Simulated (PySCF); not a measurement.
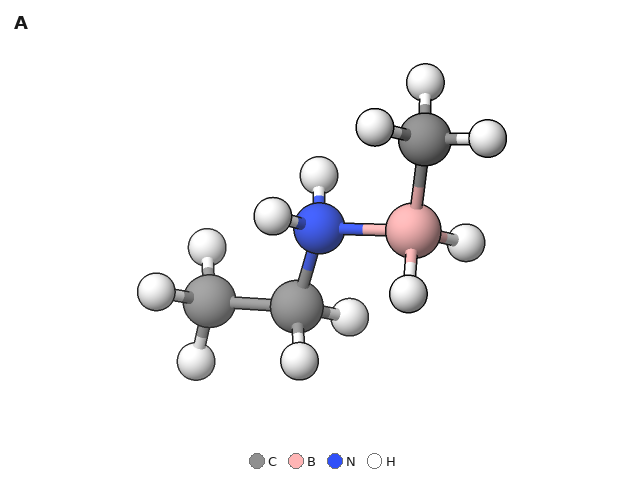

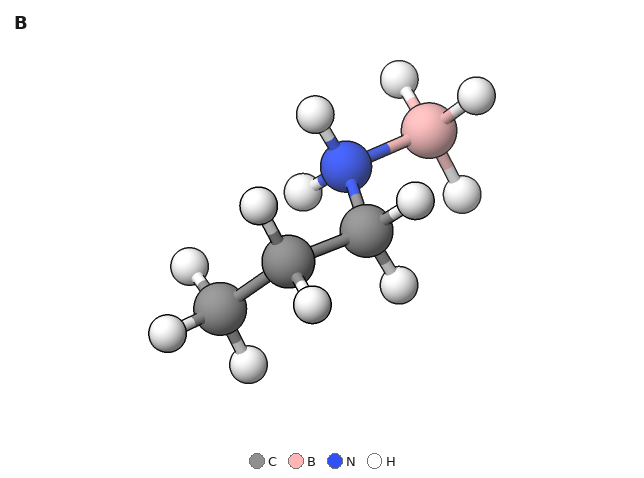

2 stationary structures of one formula. Geometries: PBE0-D3(BJ)/def2-SVP. Electronic energies: PBE0-D3(BJ)/def2-SVP (PySCF 2.14.0), without zero-point energy. No frequency run is at hand to confirm each as a minimum. Each is one conformer, not always the lowest.

> Are they conformers, stereoisomers or constitutional isomers?

They are constitutional isomers of C3H12BN: A `C[BH2-][NH2+]CC`, B `[BH3-][NH2+]CCC`.

> Which is lowest in energy, and by how much?

A is lowest; B lies 6.3 kcal/mol above it.
